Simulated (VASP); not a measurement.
```yaml
crystal:
  lattice:
    - [-1.59653, 1.59653, 3.91897]
    - [1.59653, -1.59653, 3.91897]
    - [1.59653, 1.59653, -3.91897]
  atoms:
    - { symbol: Si, position: [0.66439, 0.66439, 0.00000] }
    - { symbol: Si, position: [0.33561, 0.33561, 0.00000] }
    - { symbol: Mo, position: [0.00000, 0.00000, 0.00000] }
```

Level of theory: SCAN meta-GGA, VASP's PBE PAW potentials (set 64) (plane waves; VASP 6.6.1). Numerical set-up: 520 eV cut-off, 15×15×15 Γ-centred mesh, tetrahedra with Blöchl corrections, potentials Si Mo_sv.

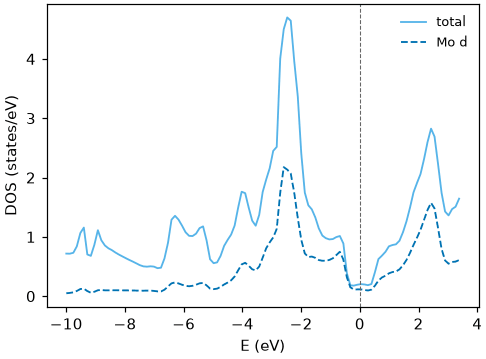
Total and projected density of states, zero at the Fermi level

Within 2 eV below the Fermi level the largest weight inside VASP's projection spheres is Mo d, then Si p.

It has no gap at this level: it comes out as a metal or semimetal.

The compound is MoSi2 in the MoSi2 type structure. It was relaxed first.
